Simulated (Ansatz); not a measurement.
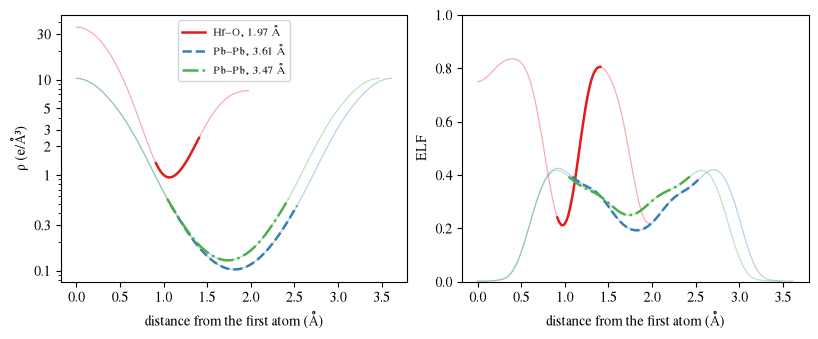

Figure. HfPb₅O₂. Valence charge density (pseudo) and ELF along straight lines between neighbouring atoms. Thin, pale parts lie inside the atomic spheres.

Space group P-4m2; a generated structure, not necessarily the stable one.

All numbers below come from DFT PBE, scalar-relativistic, plane waves, PAW in Ansatz.

Core electrons are frozen (PAW), and the valence fields are smoothed inside the atomic spheres.

Question: Compare the contacts.

Answer: Hf–O (1.97 Å): ρ at the midpoint is about 1 e/Å³; the ELF peaks at about 0.80 in the valence shell of O, 0.6 Å from its nucleus, and drops to about 0.20 between the two atoms: no localised pair shows between them.
Pb–Pb (3.61 Å): the density is about 0.1 e/Å³ at the midpoint; the ELF is about 0.20 at the midpoint; no shared electron pair shows on this line.
Pb–Pb (3.47 Å): the density is about 0.13 e/Å³ at the midpoint; the ELF is about 0.25 at the midpoint (no shared electron pair shows on this line).
